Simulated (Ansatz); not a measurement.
**SiF2 (SMILES F[Si]F) at CCSD(T)/def2-TZVP**

What is the electronic atomisation energy of SiF2 at CCSD(T)/def2-TZVP? 

The calculation is run with Ansatz 0.2.0.

32 further runs of the same task are left out: 32 set aside as unsound or not needed.

### Step 1. Starting point

The species is SiF2 (3 atoms), meant as a singlet with charge 0. As SMILES, `F[Si]F`. The shape is that of a PBE0-D4/def2-TZVP optimisation.

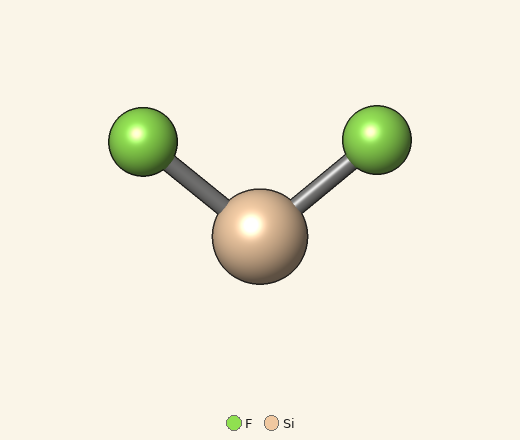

Viewed from a chosen angle; fluorine green, silicon light orange.

### Step 2. The energy at CCSD(T)/def2-TZVP

input.yaml

```yaml
crystal:
  periodic: [false, false, false]
  atoms:
    - {symbol: F, position_ang: [0.166300, 1.246800, 0.229400]}
    - {symbol: Si, position_ang: [-0.594900, -0.046400, -0.330100]}
    - {symbol: F, position_ang: [0.428600, -1.200400, 0.100700]}
basis:
  gaussian:
    orbitals: def2-TZVP
scf:
  omitted_lower_state_checks: [cluster_reference, increment]
accuracy: high
correlation:
  method: ccsd_t
  frozen_orbitals: {F: 1, Si: 5}
```

Started as:

```sh
ansatz run input.yaml --threads 1 --pin off --max-ram 3480MiB --events-out events.jsonl --progress --plain --runs-dir runs
```

Output, shortened:

```text
Warning: RAYON_NUM_THREADS=1 ignored (pool sized by the plan → 1); use --threads N
Functional definition: HF
  name "HF"
[...]
1509 factors; integrals over basis functions are off by at most 3.8e-9 eV
[...]
mean field -13279.45405637 eV, -488.0109354343 hartree, gradient 5.1e-8 eV, S^2 0.000000; 0 other end points of the search recorded, 0 dependent functions left out
7 core orbitals not correlated: weight in the atoms' cores, before any rotation towards them, 1.000 or more for the frozen orbitals, at most 0.000 for the correlated occupied ones
reference -13279.45405637 eV, -488.0109354343 hartree; 9, 9 occupied and 83, 83 virtual orbitals, 1509 factors
second order -16.21203261 eV of doubles, -0.00000000 eV of singles
cycle   1  -15.98796052 eV  change    2.2e-1 eV  update   9.7e-2
[...]
cycle  20  -16.45148440 eV  change   2.5e-10 eV  update   1.0e-9
perturbative correction -0.50435862 eV, -0.0185348374 hartree
Total energy: -13296.40989939 eV, -488.6340511724 hartree
Checks for a lower state left out: cluster_reference, increment
```

It took 9.9 s on 1 thread of Arm Neoverse V1, shared host; peak memory 0.53 GiB.

### Step 3. The F atom, same level

run.yaml

```yaml
crystal:
  periodic: [false, false, false]
  atoms:
    - {symbol: F, position_ang: [0.000000, 0.000000, 0.000000]}
basis:
  gaussian: {orbitals: def2-TZVP}
accuracy: high
magnetization: {spin_polarized: true, initial_magnetization: 1}
correlation: {method: ccsd_t, frozen_orbitals: {F: 1}}
scf: {omitted_lower_state_checks: [cluster_reference, increment]}
```

Run the same way, it converges to -99.62506 Eh (log not shown).

### Step 4. The Si atom at the same level

in.yaml

```yaml
crystal:
  periodic: [false, false, false]
  atoms:
    - {symbol: Si, position_ang: [0.000000, 0.000000, 0.000000]}
basis:
  gaussian: {orbitals: def2-TZVP}
total_charge: 0
magnetization: {spin_polarized: true, initial_magnetization: 2}
correlation: {method: ccsd_t, frozen_orbitals: {Si: 5}}
accuracy: high
scf: {omitted_lower_state_checks: [cluster_reference, increment]}
```

Run the same way, it converges to -288.92674 Eh (log not shown).

### Step 5. Outcome

Level: CCSD(T)/def2-TZVP, 7 core orbitals frozen.

| quantity | value |
| --- | --- |
| molecule: total energy | -488.63405 Eh |
| molecule: correlation energy (7 core orbitals frozen) | -623.1 mEh |
| molecule: (T) correction | -18.53 mEh |
| molecule: T1 diagnostic | 0.015 |
| F atom: total energy | -99.62506 Eh |
| F atom: correlation energy (1 core orbital frozen) | -213.3 mEh |
| F atom: (T) correction | -3.43 mEh |
| F atom: ⟨S²⟩ of the reference determinant | 0.754 |
| F atom: T1 diagnostic | 0.006 |
| Si atom: total energy | -288.92674 Eh |
| Si atom: correlation energy (5 core orbitals frozen) | -76.0 mEh |
| Si atom: (T) correction | -2.42 mEh |
| Si atom: ⟨S²⟩ of the reference determinant | 2.015 |
| Si atom: T1 diagnostic | 0.012 |
| electronic atomisation energy | 12.441 eV |

Taking the molecule apart into free atoms costs 12.44 eV (287 kcal/mol), before zero-point energy and without spin-orbit coupling. The triples (molecule) make up 3.0 % of the correlation energy. The triples (F atom) make up 1.6 % of the correlation energy. The triples (Si atom) make up 3.2 % of the correlation energy.
